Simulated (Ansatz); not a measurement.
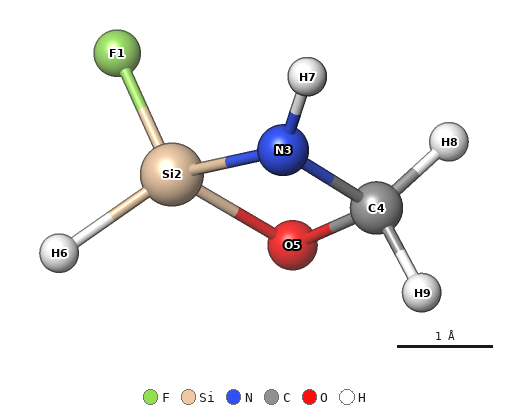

Figure 1. The starting structure (ball-and-stick view, seen at a tilt; atoms are numbered from 1 in the order of the input).

Molecular dynamics of CH4FNOSi (part 1 of 3)

System: CH4FNOSi.
Method: RKS r2SCAN-d3bjatm/6-31G* (Ansatz 0.2.0).

The geometry comes from this level: PBE0-D4/def2-TZVP. Figures and captions count atoms from 1; the log counts them from 0 in places.

What the program printed
```
Functional definition: r2SCAN
  name "r2SCAN"
  cite "Furness, Kaplan, Ning, Perdew & Sun, J. Phys. Chem. Lett. 11, 8208 (2020) doi:10.1021/acs.jpclett.0c02405"
  cite "Furness, Kaplan, Ning, Perdew & Sun, J. Phys. Chem. Lett. 11, 9248 (2020) doi:10.1021/acs.jpclett.0c03077"
  parent r2scan
  parameter k0 = 0.174
  parameter k1 = 0.065
  parameter a1 = 4.9479
  exchange = r2scan_x(k0 = k0, k1 = k1, a1 = a1)
  correlation = r2scan_c
988 factors; their error is unknown
mean field evaluation 1: about -15223.4005 eV, gradient 6.5e1 eV
mean field evaluation 2: about -15211.3762 eV, gradient 1.0e2 eV
mean field evaluation 4: about -15231.1196 eV, gradient 5.5e0 eV
mean field evaluation 8: about -15231.1734 eV, gradient 1.4e-1 eV
mean field evaluation 16: about -15231.0934 eV, gradient 2.3e-4 eV
mean field -15231.09340806 eV, -559.7323587405 hartree, gradient 7.7e-6 eV, S^2 0.000000; 0 other end points of the search recorded, 0 dependent functions left out
the calculation of the forces begins
reference -15231.09341771 eV, -559.7323590948 hartree; 24, 24 occupied and 63, 63 virtual orbitals, 988 factors
md step     0: t =     0.00 fs  T =   266.7 K  F+E_penalty+E_count = -15231.13875657 eV  E_kin = 0.310224 eV  (28 SCF iters)
these checks for a lower state are left out or cut short: starts, cluster_reference, orbital_swaps, neighbouring_geometries, increment
988 factors; their error is unknown
mean field -15230.99829681 eV, -559.7288634664 hartree, gradient 2.4e-5 eV, S^2 0.000000; 0 other end points of the search recorded, 0 dependent functions left out
the calculation of the forces begins
reference -15230.99830648 eV, -559.7288638217 hartree; 24, 24 occupied and 63, 63 virtual orbitals, 988 factors
md step     1: t =     2.00 fs  T =   215.6 K  F+E_penalty+E_count = -15231.04360870 eV  E_kin = 0.250849 eV  (31 SCF iters, 3 dispersion substeps)
[... from here on the SCF iterations and repeated set-up lines of each step are left out, up to the last step ...]
md step     2: t =     4.00 fs  T =   226.8 K  F+E_penalty+E_count = -15231.03788843 eV  E_kin = 0.263864 eV  (30 SCF iters, 3 dispersion substeps)
md step     3: t =     6.00 fs  T =   211.5 K  F+E_penalty+E_count = -15231.00284482 eV  E_kin = 0.246006 eV  (30 SCF iters, 3 dispersion substeps)
md step     4: t =     8.00 fs  T =   162.4 K  F+E_penalty+E_count = -15230.98539932 eV  E_kin = 0.188900 eV  (31 SCF iters, 3 dispersion substeps)
md step     5: t =    10.00 fs  T =   168.5 K  F+E_penalty+E_count = -15230.98663759 eV  E_kin = 0.196072 eV  (31 SCF iters, 3 dispersion substeps)
md step     6: t =    12.00 fs  T =   193.6 K  F+E_penalty+E_count = -15230.98396759 eV  E_kin = 0.225205 eV  (30 SCF iters, 3 dispersion substeps)
md step     7: t =    14.00 fs  T =   220.0 K  F+E_penalty+E_count = -15230.99773506 eV  E_kin = 0.255984 eV  (30 SCF iters, 3 dispersion substeps)
md step     8: t =    16.00 fs  T =   217.2 K  F+E_penalty+E_count = -15231.00664776 eV  E_kin = 0.252619 eV  (31 SCF iters, 3 dispersion substeps)
md step     9: t =    18.00 fs  T =   230.7 K  F+E_penalty+E_count = -15231.00089356 eV  E_kin = 0.268354 eV  (31 SCF iters, 3 dispersion substeps)
md step    10: t =    20.00 fs  T =   261.5 K  F+E_penalty+E_count = -15231.00779083 eV  E_kin = 0.304233 eV  (31 SCF iters, 3 dispersion substeps)
md step    11: t =    22.00 fs  T =   282.1 K  F+E_penalty+E_count = -15231.00486086 eV  E_kin = 0.328231 eV  (31 SCF iters, 3 dispersion substeps)
md step    12: t =    24.00 fs  T =   285.6 K  F+E_penalty+E_count = -15230.97640869 eV  E_kin = 0.332276 eV  (31 SCF iters, 3 dispersion substeps)
md step    13: t =    26.00 fs  T =   261.9 K  F+E_penalty+E_count = -15230.95751395 eV  E_kin = 0.304692 eV  (31 SCF iters, 3 dispersion substeps)
md step    14: t =    28.00 fs  T =   253.2 K  F+E_penalty+E_count = -15230.89730131 eV  E_kin = 0.294571 eV  (31 SCF iters, 3 dispersion substeps)
md step    15: t =    30.00 fs  T =   233.7 K  F+E_penalty+E_count = -15230.93682915 eV  E_kin = 0.271885 eV  (30 SCF iters, 3 dispersion substeps)
md step    16: t =    32.00 fs  T =   256.7 K  F+E_penalty+E_count = -15230.90900812 eV  E_kin = 0.298677 eV  (29 SCF iters, 3 dispersion substeps)
md step    17: t =    34.00 fs  T =   233.1 K  F+E_penalty+E_count = -15230.88994599 eV  E_kin = 0.271178 eV  (30 SCF iters, 3 dispersion substeps)
md step    18: t =    36.00 fs  T =   238.5 K  F+E_penalty+E_count = -15230.91111258 eV  E_kin = 0.277475 eV  (50 SCF iters, 3 dispersion substeps)
md step    19: t =    38.00 fs  T =   250.9 K  F+E_penalty+E_count = -15230.91672548 eV  E_kin = 0.291848 eV  (30 SCF iters, 3 dispersion substeps)
md step    20: t =    40.00 fs  T =   269.5 K  F+E_penalty+E_count = -15230.94413961 eV  E_kin = 0.313524 eV  (30 SCF iters, 3 dispersion substeps)
md step    21: t =    42.00 fs  T =   296.0 K  F+E_penalty+E_count = -15230.98137770 eV  E_kin = 0.344394 eV  (31 SCF iters, 3 dispersion substeps)
md step    22: t =    44.00 fs  T =   310.7 K  F+E_penalty+E_count = -15230.96038741 eV  E_kin = 0.361506 eV  (31 SCF iters, 3 dispersion substeps)
md step    23: t =    46.00 fs  T =   336.9 K  F+E_penalty+E_count = -15230.99152623 eV  E_kin = 0.391980 eV  (31 SCF iters, 3 dispersion substeps)
md step    24: t =    48.00 fs  T =   300.9 K  F+E_penalty+E_count = -15230.92444382 eV  E_kin = 0.350010 eV  (31 SCF iters, 3 dispersion substeps)
md step    25: t =    50.00 fs  T =   312.7 K  F+E_penalty+E_count = -15230.92411088 eV  E_kin = 0.363722 eV  (32 SCF iters, 3 dispersion substeps)
md step    26: t =    52.00 fs  T =   301.4 K  F+E_penalty+E_count = -15230.90850585 eV  E_kin = 0.350641 eV  (32 SCF iters, 3 dispersion substeps)
md step    27: t =    54.00 fs  T =   304.2 K  F+E_penalty+E_count = -15230.94222898 eV  E_kin = 0.353923 eV  (31 SCF iters, 3 dispersion substeps)
md step    28: t =    56.00 fs  T =   285.7 K  F+E_penalty+E_count = -15230.87757138 eV  E_kin = 0.332410 eV  (31 SCF iters, 3 dispersion substeps)
md step    29: t =    58.00 fs  T =   331.3 K  F+E_penalty+E_count = -15230.96268386 eV  E_kin = 0.385411 eV  (32 SCF iters, 3 dispersion substeps)
md step    30: t =    60.00 fs  T =   346.6 K  F+E_penalty+E_count = -15230.93265653 eV  E_kin = 0.403213 eV  (32 SCF iters, 3 dispersion substeps)
md step    31: t =    62.00 fs  T =   349.8 K  F+E_penalty+E_count = -15230.95479980 eV  E_kin = 0.406942 eV  (31 SCF iters, 3 dispersion substeps)
md step    32: t =    64.00 fs  T =   350.0 K  F+E_penalty+E_count = -15230.96959429 eV  E_kin = 0.407227 eV  (32 SCF iters, 3 dispersion substeps)
md step    33: t =    66.00 fs  T =   318.1 K  F+E_penalty+E_count = -15230.96780877 eV  E_kin = 0.370114 eV  (30 SCF iters, 3 dispersion substeps)
md step    34: t =    68.00 fs  T =   304.9 K  F+E_penalty+E_count = -15230.97265587 eV  E_kin = 0.354729 eV  (31 SCF iters, 3 dispersion substeps)
md step    35: t =    70.00 fs  T =   282.8 K  F+E_penalty+E_count = -15230.92130650 eV  E_kin = 0.328936 eV  (31 SCF iters, 3 dispersion substeps)
md step    36: t =    72.00 fs  T =   267.9 K  F+E_penalty+E_count = -15230.91882864 eV  E_kin = 0.311674 eV  (32 SCF iters, 3 dispersion substeps)
md step    37: t =    74.00 fs  T =   255.3 K  F+E_penalty+E_count = -15230.83958044 eV  E_kin = 0.297030 eV  (30 SCF iters, 3 dispersion substeps)
md step    38: t =    76.00 fs  T =   253.4 K  F+E_penalty+E_count = -15230.85066066 eV  E_kin = 0.294734 eV  (31 SCF iters, 3 dispersion substeps)
md step    39: t =    78.00 fs  T =   247.2 K  F+E_penalty+E_count = -15230.83823085 eV  E_kin = 0.287532 eV  (32 SCF iters, 3 dispersion substeps)
md step    40: t =    80.00 fs  T =   311.9 K  F+E_penalty+E_count = -15230.90642864 eV  E_kin = 0.362890 eV  (32 SCF iters, 3 dispersion substeps)
md step    41: t =    82.00 fs  T =   319.9 K  F+E_penalty+E_count = -15230.89791030 eV  E_kin = 0.372170 eV  (28 SCF iters, 3 dispersion substeps)
md step    42: t =    84.00 fs  T =   283.5 K  F+E_penalty+E_count = -15230.89899840 eV  E_kin = 0.329785 eV  (29 SCF iters, 3 dispersion substeps)
md step    43: t =    86.00 fs  T =   276.3 K  F+E_penalty+E_count = -15230.86654226 eV  E_kin = 0.321471 eV  (31 SCF iters, 3 dispersion substeps)
md step    44: t =    88.00 fs  T =   269.1 K  F+E_penalty+E_count = -15230.88166947 eV  E_kin = 0.313106 eV  (32 SCF iters, 3 dispersion substeps)
md step    45: t =    90.00 fs  T =   314.2 K  F+E_penalty+E_count = -15230.86674825 eV  E_kin = 0.365542 eV  (32 SCF iters, 3 dispersion substeps)
md step    46: t =    92.00 fs  T =   332.0 K  F+E_penalty+E_count = -15230.87192337 eV  E_kin = 0.386211 eV  (32 SCF iters, 3 dispersion substeps)
md step    47: t =    94.00 fs  T =   279.1 K  F+E_penalty+E_count = -15230.84287011 eV  E_kin = 0.324636 eV  (32 SCF iters, 3 dispersion substeps)
md step    48: t =    96.00 fs  T =   247.1 K  F+E_penalty+E_count = -15230.80964122 eV  E_kin = 0.287475 eV  (31 SCF iters, 3 dispersion substeps)
md step    49: t =    98.00 fs  T =   236.5 K  F+E_penalty+E_count = -15230.79736960 eV  E_kin = 0.275159 eV  (32 SCF iters, 3 dispersion substeps)
these checks for a lower state are left out or cut short: starts, cluster_reference, orbital_swaps, neighbouring_geometries, increment
988 factors; their error is unknown
mean field -15230.74683387 eV, -559.7196223736 hartree, gradient 7.5e-6 eV, S^2 0.000000; 0 other end points of the search recorded, 0 dependent functions left out
the calculation of the forces begins
reference -15230.74684361 eV, -559.7196227317 hartree; 24, 24 occupied and 63, 63 virtual orbitals, 988 factors
988 factors; their error is unknown
mean field evaluation 416: about -15230.7468 eV, gradient 5.6e-4 eV
mean field -15230.74683387 eV, -559.7196223736 hartree, gradient 7.5e-6 eV, S^2 0.000000; 1 other end points of the search recorded, 0 dependent functions left out
the calculation of the forces begins
reference -15230.74684361 eV, -559.7196227317 hartree; 24, 24 occupied and 63, 63 virtual orbitals, 988 factors
md step    50: t =   100.00 fs  T =   233.7 K  F+E_penalty+E_count = -15230.79229537 eV  E_kin = 0.271822 eV  (51 SCF iters, 3 dispersion substeps)
```

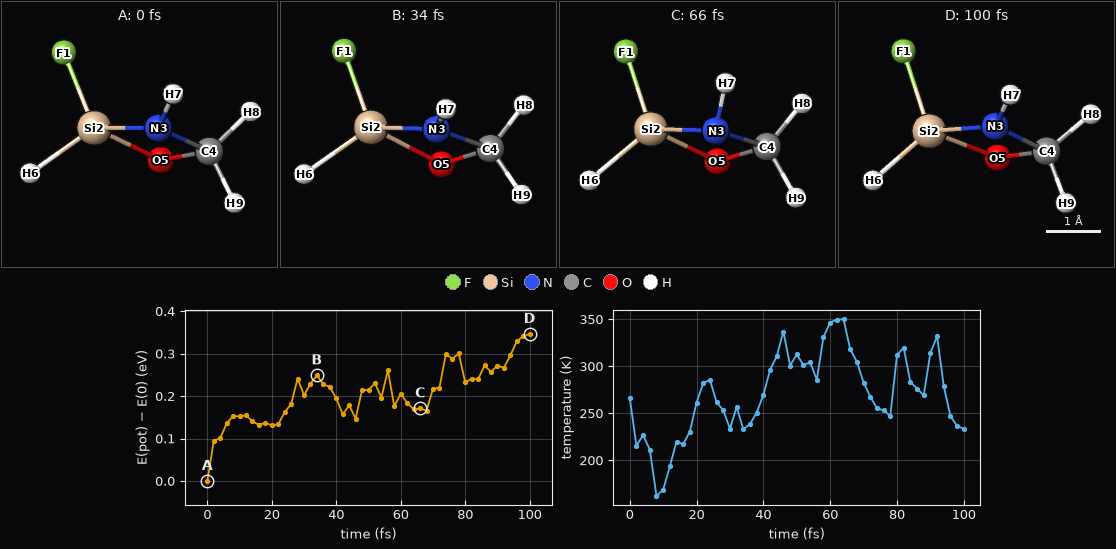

Figure 2. Frames of the molecular dynamics (ball-and-stick, seen at a tilt) above the curves, on which the letters mark them. The trajectory kept here has 51 frames over 100 fs. The temperature starts at 267 K, ranges from 162 to 350 K and averages 293 K over the second half. The potential energy ends 0.346 eV above its first value. After an unweighted best fit of the last frame on the first, the root-mean-square displacement is 0.12 Å, and H6 has moved furthest (0.24 Å).

```
Total energy: -15230.79230511 eV, -559.7212934111 hartree
Atom 0 at    -1.254432    -0.033100    -1.757649 Å, force    -0.506783     0.873827     1.115558 eV/Å
Atom 1 at    -1.026062     0.488724    -0.214359 Å, force     1.636923    -1.386439    -1.282238 eV/Å
Atom 2 at     0.641692     0.626237     0.170935 Å, force    -1.548241    -0.177031     0.750809 eV/Å
Atom 3 at     0.508435    -0.562828     1.021173 Å, force    -0.449198     0.878200    -0.594657 eV/Å
Atom 4 at    -0.934865    -0.864689     0.789591 Å, force     0.836268     0.575393     0.389177 eV/Å
Atom 5 at    -1.752530     1.685928     0.181252 Å, force    -0.822630     0.072984    -0.258590 eV/Å
Atom 6 at     1.491495     0.826514    -0.272493 Å, force     1.237477     0.275682    -0.784756 eV/Å
Atom 7 at     1.194107    -1.351491     0.734205 Å, force    -0.135656    -0.751992    -0.166941 eV/Å
Atom 8 at     0.684545    -0.256698     2.040420 Å, force    -0.248158    -0.360626     0.831637 eV/Å
Dipole moment:     0.336513     0.260350     0.085109 e Å
```

Trajectory as extended XYZ (Å, eV, eV/Å), 51 frames, from step=0 to step=50
```
9
Properties=species:S:1:pos:R:3:forces:R:3 step=0 time_fs=0.0 energy=-15231.13876 temperature=266.7
F    -1.3839   -0.0544   -1.9129   -0.1099  -0.0910  -0.5784
Si   -1.0440    0.1706   -0.3766   -0.3823   0.3417   0.1227
N     0.4838    0.8196    0.0082    0.0914   0.2981   0.1457
C     0.8417   -0.4909    0.5551    0.2353   0.0268   0.0419
O    -0.4286   -1.1509    0.4064   -0.1275  -0.6751   0.2765
H    -2.2706    0.7597    0.1841   -0.0741   0.0419   0.0711
H     1.1631    1.3717   -0.4835    0.2197   0.1458  -0.1363
H     1.6182   -1.0151   -0.0133    0.1167  -0.0833  -0.0796
H     1.1087   -0.4565    1.6155    0.0307  -0.0050   0.1364
9
Properties=species:S:1:pos:R:3:forces:R:3 step=1 time_fs=2.0 energy=-15231.04361 temperature=215.6
F    -1.3773   -0.0505   -1.9160   -0.0222  -0.1690  -0.3960
Si   -1.0400    0.1671   -0.3710   -0.2846   0.7980  -0.7313
N     0.4903    0.8177    0.0044    1.3325   1.1640  -0.6718
C     0.8333   -0.4983    0.5605    0.0380   0.3504  -0.4866
O    -0.4440   -1.1463    0.4091    0.0750  -0.8813   0.6256
H    -2.2565    0.7894    0.1224   -0.3784   0.1516   0.3710
H     1.2131    1.4187   -0.4709   -1.1951  -1.0592   0.7414
H     1.5948   -1.0429    0.0234    0.4481  -0.3158  -0.5620
H     1.1285   -0.4390    1.5863   -0.0134  -0.0387   1.1098
9
Properties=species:S:1:pos:R:3:forces:R:3 step=2 time_fs=4.0 energy=-15231.03789 temperature=226.8
F    -1.3698   -0.0466   -1.9193    0.0554  -0.2245  -0.1497
Si   -1.0358    0.1651   -0.3647   -0.5328   1.4421  -1.2630
N     0.5009    0.8194   -0.0001    0.7112   0.3946  -0.2954
C     0.8249   -0.5049    0.5675    0.5978   0.3236  -0.4474
O    -0.4594   -1.1432    0.4157    0.2699  -0.9606   0.8717
H    -2.2582    0.8326    0.0845   -0.1969   0.0098   0.4115
H     1.2210    1.4285   -0.4316   -0.8220  -0.7911   0.4277
H     1.5843   -1.0812    0.0347    0.1398  -0.0519  -0.3841
H     1.1433   -0.4242    1.5946   -0.2225  -0.1420   0.8286
9
Properties=species:S:1:pos:R:3:forces:R:3 step=3 time_fs=6.0 energy=-15231.00285 temperature=211.5
F    -1.3621   -0.0419   -1.9236    0.1194  -0.2432   0.1587
Si   -1.0330    0.1641   -0.3576   -0.8571   2.0602  -1.6167
N     0.5134    0.8223   -0.0056   -1.3352  -1.6229   0.8097
C     0.8183   -0.5099    0.5758    1.2529   0.1403  -0.0829
O    -0.4757   -1.1417    0.4261    0.4742  -0.9009   0.9856
H    -2.2692    0.8732    0.0685    0.1790  -0.2386   0.3306
H     1.2032    1.4133   -0.3799    0.9311   0.6827  -0.5749
H     1.5747   -1.1202    0.0257   -0.3155   0.4035   0.1104
H     1.1451   -0.4177    1.6293   -0.4490  -0.2811  -0.1206
9
Properties=species:S:1:pos:R:3:forces:R:3 step=4 time_fs=8.0 energy=-15230.98540 temperature=162.4
F    -1.3560   -0.0374   -1.9276    0.1605  -0.2312   0.4499
Si   -1.0321    0.1651   -0.3506   -0.9163   2.1915  -1.9128
N     0.5206    0.8202   -0.0074   -1.0914  -1.5851   0.6867
C     0.8160   -0.5138    0.5849    1.1401   0.0541   0.1029
O    -0.4909   -1.1423    0.4400    0.6090  -0.7115   0.9209
H    -2.2681    0.8936    0.0650    0.2634  -0.3043   0.3078
H     1.2226    1.4303   -0.3528    0.5561   0.3635  -0.3653
H     1.5560   -1.1462    0.0259   -0.3381   0.5538   0.3177
H     1.1233   -0.4180    1.6550   -0.3832  -0.3308  -0.5077
9
Properties=species:S:1:pos:R:3:forces:R:3 step=5 time_fs=10.0 energy=-15230.98664 temperature=168.5
F    -1.3515   -0.0336   -1.9329    0.1909  -0.1943   0.7375
Si   -1.0315    0.1683   -0.3452   -0.7503   1.9002  -2.1206
N     0.5233    0.8150   -0.0041    0.4347  -0.3087   0.0495
C     0.8167   -0.5175    0.5947    0.2724   0.2321  -0.0650
O    -0.5024   -1.1449    0.4558    0.6111  -0.4311   0.6881
H    -2.2534    0.9004    0.0704    0.1023  -0.2178   0.3243
H     1.2631    1.4661   -0.3353   -0.9664  -0.9579   0.3100
H     1.5276   -1.1491    0.0412    0.1500   0.2252   0.0699
H     1.0856   -0.4281    1.6548   -0.0447  -0.2477   0.0063
9
Properties=species:S:1:pos:R:3:forces:R:3 step=6 time_fs=12.0 energy=-15230.98397 temperature=193.6
F    -1.3462   -0.0298   -1.9391    0.2098  -0.1258   1.0193
Si   -1.0321    0.1743   -0.3410   -0.3475   1.3367  -2.1389
N     0.5277    0.8108    0.0014    0.2708  -0.4867   0.1783
C     0.8196   -0.5199    0.6028   -0.7663   0.4683  -0.2469
O    -0.5116   -1.1486    0.4736    0.5616  -0.0175   0.3147
H    -2.2366    0.8959    0.0878   -0.1479  -0.0536   0.3317
H     1.2695    1.4644   -0.2980   -0.8227  -0.7812   0.1736
H     1.5024   -1.1439    0.0541    0.7352  -0.2356  -0.3021
H     1.0507   -0.4489    1.6508    0.3070  -0.1045   0.6704
9
Properties=species:S:1:pos:R:3:forces:R:3 step=7 time_fs=14.0 energy=-15230.99774 temperature=220.0
F    -1.3401   -0.0267   -1.9441    0.2033  -0.0390   1.1997
Si   -1.0343    0.1831   -0.3401   -0.0670   0.7357  -1.8215
N     0.5323    0.8075    0.0075   -1.4263  -2.0065   0.7954
C     0.8196   -0.5209    0.6076   -0.8601   0.1503   0.1026
O    -0.5213   -1.1525    0.4940    0.5638   0.5083  -0.1578
H    -2.2364    0.8843    0.1191   -0.1837   0.0201   0.2294
H     1.2437    1.4365   -0.2487    0.8165   0.7223  -0.4793
H     1.5038   -1.1517    0.0552    0.5769  -0.0955  -0.1789
H     1.0331   -0.4753    1.6703    0.3765   0.0043   0.3105
```
